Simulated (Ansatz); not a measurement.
## Run report: CH5F2NSi, geometry relaxation (part 2 of 2)

Continued. System: CH5F2NSi. Method: RKS PBE0-D4/def2-SVP (Ansatz 0.2.0). It belongs to a series of runs on one base structure; here: end point A relaxed.

Geometry of the input (Å):
```
F  -1.3554  -2.0748  -0.2302
C  -0.7586  -1.0351  0.4041
F  0.0348  -1.6183  1.2896
N  0.0920  -0.3098  -0.5739
Si 0.8685  1.0793  -0.2125
H  -1.4987  -0.4071  0.9282
H  -0.5624  -0.1606  -1.3611
H  1.8879  0.8218  0.8644
H  -0.1375  2.0835  0.3057
H  1.5124  1.5700  -1.4115
```

Trajectory as extended XYZ, continued
```
10
Properties=species:S:1:pos:R:3:forces:R:3 step=9 energy=-15900.29915
F    -1.1601   -2.1953   -0.2148    0.0015  -0.0198   0.0223
C    -0.8631   -1.0198    0.3767   -0.0145   0.0360  -0.0345
F    -0.0936   -1.2662    1.4656   -0.0068   0.0417  -0.0457
N    -0.1579   -0.2113   -0.5321    0.0749   0.0143  -0.0046
Si    0.9049    1.1218   -0.1497   -0.1265   0.0275   0.1099
H    -1.8134   -0.5931    0.7582    0.0272  -0.0137  -0.0193
H    -0.3176   -0.4541   -1.5018   -0.0271  -0.0621  -0.0025
H     2.1272    0.7266    0.6074    0.0172  -0.0234  -0.0256
H     0.1678    2.1407    0.6628    0.0627   0.0123   0.0005
H     1.2887    1.6997   -1.4693   -0.0085  -0.0127  -0.0005
10
Properties=species:S:1:pos:R:3:forces:R:3 step=10 energy=-15900.30508
F    -1.1178   -2.2200   -0.1868    0.0365   0.1350   0.0966
C    -0.8787   -1.0099    0.3685    0.0105  -0.0504   0.0521
F    -0.1397   -1.1874    1.4973   -0.1182   0.0405  -0.1741
N    -0.1608   -0.2128   -0.5394    0.0507   0.1054   0.2730
Si    0.9041    1.1154   -0.1429    0.0322   0.0217   0.0685
H    -1.8570   -0.5972    0.6977    0.1014  -0.0733  -0.0376
H    -0.2805   -0.4812   -1.5028   -0.0664  -0.1139  -0.2389
H     2.1740    0.7031    0.5331   -0.0755   0.0106  -0.0223
H     0.2004    2.1051    0.7386    0.0636  -0.0749  -0.0584
H     1.2390    1.7339   -1.4605   -0.0348  -0.0007   0.0411
10
Properties=species:S:1:pos:R:3:forces:R:3 step=11 energy=-15900.30494 accepted=F
F    -1.0593   -2.2415   -0.1486    0.0482   0.3107   0.2159
C    -0.8937   -0.9946    0.3633   -0.0296  -0.1400   0.0774
F    -0.1903   -1.0867    1.5306   -0.2215   0.0060  -0.3436
N    -0.1733   -0.2056   -0.5486   -0.0045  -0.0878  -0.3586
Si    0.9129    1.1026   -0.1420    0.0537   0.1010   0.0913
H    -1.9048   -0.6088    0.6340    0.2298  -0.1498  -0.0451
H    -0.2468   -0.5171   -1.5201   -0.0235   0.0936   0.4439
H     2.2147    0.6667    0.4666   -0.1298   0.0414  -0.0813
H     0.2440    2.0487    0.8166    0.0787  -0.1252  -0.1236
H     1.1798    1.7852   -1.4490   -0.0013  -0.0499   0.1238
10
Properties=species:S:1:pos:R:3:forces:R:3 step=12 energy=-15900.31122
F    -1.0784   -2.2308   -0.1654    0.0230   0.0513   0.0718
C    -0.8798   -1.0042    0.3656   -0.0489  -0.0038   0.0501
F    -0.1641   -1.1364    1.5130   -0.0607   0.0358  -0.1320
N    -0.1637   -0.2098   -0.5442    0.0427   0.0323   0.0893
Si    0.9099    1.1095   -0.1413    0.0132  -0.0115   0.0034
H    -1.8742   -0.6079    0.6601    0.0513  -0.0677  -0.0049
H    -0.2952   -0.4876   -1.5075   -0.0052  -0.0062  -0.0812
H     2.1859    0.6810    0.5077   -0.0340   0.0107  -0.0115
H     0.2208    2.0801    0.7662    0.0355  -0.0357  -0.0227
H     1.2218    1.7548   -1.4514   -0.0171  -0.0050   0.0378
10
Properties=species:S:1:pos:R:3:forces:R:3 step=13 energy=-15900.31708
F    -1.0285   -2.2476   -0.1353    0.0096   0.0793   0.0694
C    -0.8866   -0.9970    0.3608    0.0166  -0.0474   0.0436
F    -0.1899   -1.0683    1.5241   -0.0612   0.0281  -0.0837
N    -0.1732   -0.2036   -0.5524   -0.0435  -0.0463  -0.0244
Si    0.9165    1.0995   -0.1414    0.0072   0.0099   0.0115
H    -1.9017   -0.6324    0.6228    0.0504  -0.0505  -0.0263
H    -0.3114   -0.4865   -1.5161    0.0257   0.0656   0.0220
H     2.1997    0.6579    0.4810   -0.0063  -0.0130  -0.0190
H     0.2493    2.0510    0.7986    0.0092  -0.0131  -0.0125
H     1.2089    1.7758   -1.4394   -0.0077  -0.0126   0.0194
10
Properties=species:S:1:pos:R:3:forces:R:3 step=15 energy=-15900.32280 accepted=F
F    -0.8290   -2.3014   -0.0282   -0.0186   0.6682   0.3173
C    -0.9006   -0.9843    0.3471    0.0197  -0.2917   0.2313
F    -0.2965   -0.8403    1.5699   -0.3481  -0.1449  -0.6321
N    -0.2170   -0.1739   -0.5716   -0.1451  -0.1501   0.0482
Si    0.9338    1.0714   -0.1389    0.0728   0.0508   0.0771
H    -1.9870   -0.7476    0.4829    0.4164  -0.1725  -0.0179
H    -0.3874   -0.4335   -1.5386    0.0381   0.1202   0.0837
H     2.2327    0.5535    0.3919   -0.0273   0.0001  -0.0684
H     0.3578    1.9836    0.8970   -0.0121  -0.0321  -0.0815
H     1.1764    1.8214   -1.4087    0.0043  -0.0481   0.0422
10
Properties=species:S:1:pos:R:3:forces:R:3 step=16 energy=-15900.33440
F    -0.8875   -2.2886   -0.0529    0.0358   0.1512   0.1099
C    -0.8926   -0.9945    0.3529   -0.0378  -0.0358   0.0718
F    -0.2598   -0.9109    1.5531   -0.1096  -0.0391  -0.1754
N    -0.2029   -0.1862   -0.5611    0.0316  -0.0085  -0.1725
Si    0.9296    1.0780   -0.1362    0.0002  -0.0224   0.0356
H    -1.9542   -0.7171    0.5257    0.0862  -0.0852  -0.0119
H    -0.3786   -0.4143   -1.5354   -0.0173   0.0420   0.1419
H     2.2219    0.5793    0.4219   -0.0124   0.0102  -0.0044
H     0.3068    2.0081    0.8522    0.0406   0.0102  -0.0054
H     1.2002    1.7951   -1.4174   -0.0173  -0.0226   0.0104
10
Properties=species:S:1:pos:R:3:forces:R:3 step=17 energy=-15900.34547
F    -0.8123   -2.3029   -0.0179    0.0129   0.1337   0.0924
C    -0.8964   -0.9982    0.3469   -0.0290  -0.0792   0.0496
F    -0.3035   -0.8533    1.5599   -0.0903  -0.0325  -0.1255
N    -0.2165   -0.1765   -0.5609   -0.0031   0.0384  -0.0894
Si    0.9370    1.0670   -0.1257   -0.0027   0.0079  -0.0624
H    -1.9772   -0.7756    0.4789    0.1202  -0.0593  -0.0344
H    -0.4248   -0.3593   -1.5385   -0.0200   0.0316   0.1520
H     2.2320    0.5503    0.4076   -0.0217  -0.0121   0.0071
H     0.3550    2.0197    0.8660    0.0114  -0.0288   0.0028
H     1.1896    1.7779   -1.4135    0.0222   0.0004   0.0078
10
Properties=species:S:1:pos:R:3:forces:R:3 step=19 energy=-15900.36219
F    -0.5882   -2.3139    0.0663   -0.0863   0.5492   0.2147
C    -0.8973   -1.0052    0.3408   -0.0576  -0.1911   0.0890
F    -0.4210   -0.7156    1.5852   -0.1770  -0.2109  -0.3777
N    -0.2836   -0.1202   -0.5529   -0.1311  -0.0547  -0.1462
Si    0.9539    1.0478   -0.1248   -0.0065   0.0092  -0.0142
H    -2.0147   -0.9489    0.3704    0.4332  -0.0494  -0.0147
H    -0.5695   -0.2215   -1.5251    0.0437   0.0047   0.2527
H     2.2225    0.4343    0.3735   -0.0675   0.0113   0.0191
H     0.4489    2.0352    0.8767    0.0503  -0.0561  -0.0006
H     1.2319    1.7569   -1.4073   -0.0012  -0.0123  -0.0220
10
Properties=species:S:1:pos:R:3:forces:R:3 step=20 energy=-15900.38546
F    -0.4060   -2.2531    0.1222   -0.0836   0.0629  -0.0106
C    -0.8991   -1.0004    0.3364    0.4729  -0.0257   0.1565
F    -0.5340   -0.6607    1.5984   -0.1051   0.0063  -0.1256
N    -0.3613   -0.0538   -0.5371    0.1185   0.0704   0.2744
Si    0.9565    1.0363   -0.1345   -0.0600   0.0228  -0.0086
H    -1.9917   -1.0722    0.2853   -0.2976  -0.0900   0.0180
H    -0.6583   -0.1593   -1.4936   -0.0634   0.0170  -0.2739
H     2.1807    0.3414    0.3570    0.0123  -0.0328  -0.0137
H     0.5434    2.0397    0.8904    0.0022  -0.0171  -0.0264
H     1.2528    1.7309   -1.4218    0.0038  -0.0138   0.0100
10
Properties=species:S:1:pos:R:3:forces:R:3 step=21 energy=-15900.38496 accepted=F
F    -0.3369   -2.2334    0.1737    0.1943  -0.1249   0.0630
C    -0.8959   -1.0086    0.3435   -0.4937  -0.0214  -0.1225
F    -0.6693   -0.6436    1.6212    0.2294   0.0446   0.1019
N    -0.3597   -0.0435   -0.5108    0.0493   0.1130   0.0822
Si    0.9744    1.0364   -0.1478    0.0060  -0.0525   0.1779
H    -1.9882   -1.1550    0.2225    0.0956   0.0910  -0.1192
H    -0.6878   -0.0901   -1.4653   -0.0733  -0.0725  -0.0843
H     2.2040    0.3176    0.3054   -0.0291   0.0105  -0.0248
H     0.6040    2.0361    0.8965    0.0111  -0.0019  -0.0193
H     1.2385    1.7330   -1.4359    0.0104   0.0142  -0.0550
10
Properties=species:S:1:pos:R:3:forces:R:3 step=22 energy=-15900.39226
F    -0.3467   -2.2358    0.1486   -0.0233   0.0609   0.0186
C    -0.8958   -1.0029    0.3385    0.0117  -0.0038   0.0466
F    -0.5941   -0.6411    1.6084   -0.0219  -0.0308  -0.0633
N    -0.3734   -0.0366   -0.5236   -0.0210   0.0008   0.0112
Si    0.9613    1.0362   -0.1359   -0.0035  -0.0331   0.0002
H    -1.9918   -1.1271    0.2502    0.0525  -0.0130   0.0014
H    -0.6858   -0.1179   -1.4834    0.0007   0.0051  -0.0097
H     2.1779    0.3101    0.3342   -0.0071   0.0041   0.0039
H     0.5760    2.0438    0.8940    0.0114  -0.0026  -0.0143
H     1.2555    1.7201   -1.4282    0.0004   0.0125   0.0053
10
Properties=species:S:1:pos:R:3:forces:R:3 step=23 energy=-15900.39302
F    -0.2624   -2.2029    0.1811   -0.0619   0.1525   0.0520
C    -0.8969   -1.0030    0.3398   -0.0585  -0.0269  -0.0030
F    -0.6723   -0.6200    1.6193    0.0106  -0.0758  -0.0862
N    -0.4047   -0.0083   -0.5087    0.0086  -0.0550   0.0970
Si    0.9671    1.0268   -0.1411   -0.0092   0.0331   0.0341
H    -1.9804   -1.1971    0.2038    0.1503   0.0248   0.0089
H    -0.7247   -0.0792   -1.4654   -0.0196  -0.0086  -0.0705
H     2.1700    0.2669    0.3135   -0.0312   0.0014  -0.0099
H     0.6276    2.0495    0.8908    0.0033  -0.0311  -0.0001
H     1.2595    1.7161   -1.4303    0.0074  -0.0145  -0.0222
10
Properties=species:S:1:pos:R:3:forces:R:3 step=25 energy=-15900.39436
F    -0.2643   -2.1969    0.1759    0.0063  -0.0018  -0.0047
C    -0.8948   -1.0001    0.3395   -0.0257  -0.0093   0.0218
F    -0.6592   -0.6238    1.6172   -0.0003   0.0025  -0.0093
N    -0.4087   -0.0055   -0.5099    0.0228   0.0178  -0.0153
Si    0.9626    1.0291   -0.1402   -0.0020  -0.0026   0.0054
H    -1.9755   -1.1910    0.2107    0.0052  -0.0034   0.0020
H    -0.7214   -0.0848   -1.4700   -0.0045  -0.0008   0.0027
H     2.1586    0.2634    0.3187   -0.0012   0.0006  -0.0001
H     0.6213    2.0479    0.8931    0.0009  -0.0018  -0.0010
H     1.2643    1.7105   -1.4322   -0.0014  -0.0013  -0.0015
10
Properties=species:S:1:pos:R:3:forces:R:3 step=26 energy=-15900.39439
F    -0.2592   -2.1954    0.1784   -0.0027   0.0002  -0.0005
C    -0.8946   -1.0006    0.3393    0.0081   0.0015   0.0020
F    -0.6641   -0.6231    1.6174   -0.0005   0.0013   0.0013
N    -0.4080   -0.0051   -0.5094   -0.0064  -0.0027  -0.0013
Si    0.9634    1.0288   -0.1400    0.0020  -0.0035  -0.0042
H    -1.9740   -1.1947    0.2068   -0.0030  -0.0035  -0.0002
H    -0.7271   -0.0792   -1.4677    0.0022   0.0019   0.0007
H     2.1586    0.2619    0.3190   -0.0021   0.0010  -0.0002
H     0.6239    2.0486    0.8926   -0.0001   0.0012   0.0006
H     1.2640    1.7078   -1.4335    0.0025   0.0027   0.0018
```

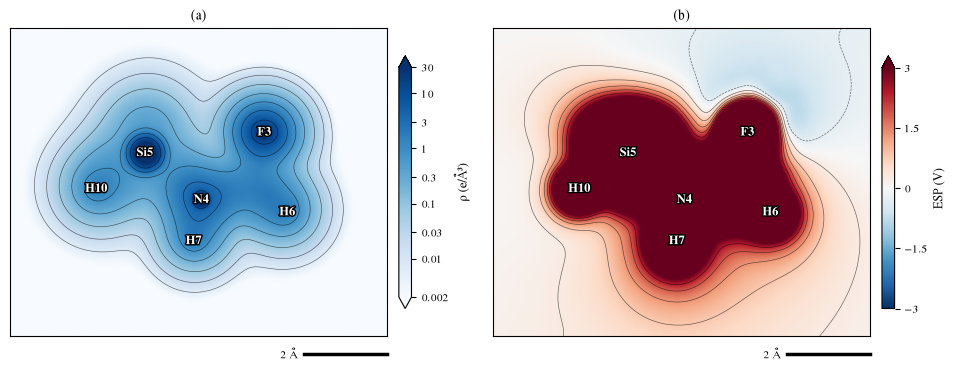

Figure 1. (a) electron density; (b) electrostatic potential on the plane of atoms Si5, N4 and H7. The section cuts through F, N, Si and H sites. Si–N (1.76 Å): ρ at the midpoint is about 1 e/Å³. N–H (1.01 Å): ρ at the midpoint is about 2.8 e/Å³, with its minimum of 2.2 e/Å³ about 0.8 Å from N.

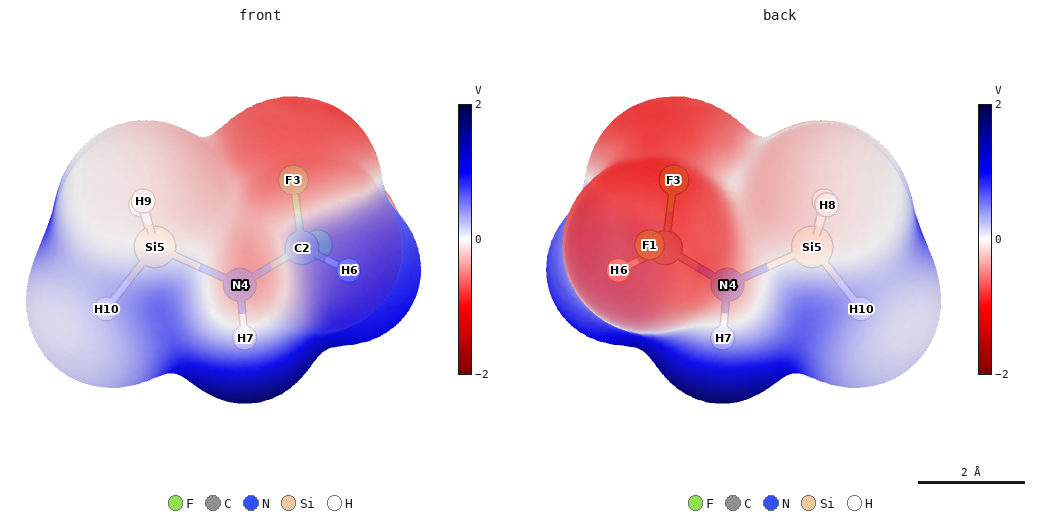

Figure 2. The molecular electrostatic potential painted on the density surface at 0.001 e/bohr³, seen face on and from behind; the colour scale runs from red (negative) to blue (positive). A positive charge is drawn to the negative regions and a negative charge to the positive ones.

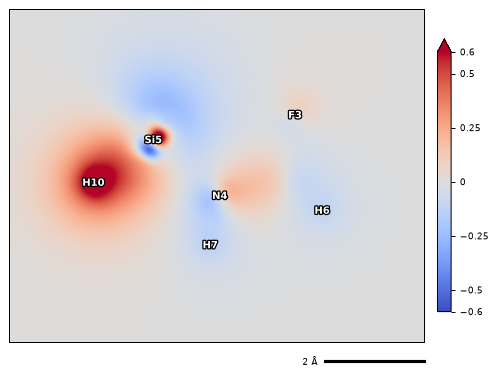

Figure 3. One frontier orbital on the plane of atoms Si5, N4 and H7 (values in Å⁻³ᐟ²; the overall sign is arbitrary). The HOMO−1, at −9.80 eV. By Hirshfeld shares it lies mainly on Si5 (40 %), H10 (35 %) and H8 (10 %).

Key numbers

| quantity | value |
| --- | --- |
| outcome | converged |
| total energy | −15900.3944 eV |
| mean-field energy | −15900.2432 eV |
| largest force (length of the vector) at the end | 0.008 eV/Å |
| hardware | 2 threads of Intel Xeon (Sapphire Rapids), 16 GiB of memory available, shared host |
| wall time | 47 s (CPU time 91 s) |
| peak memory | 0.22 GiB |
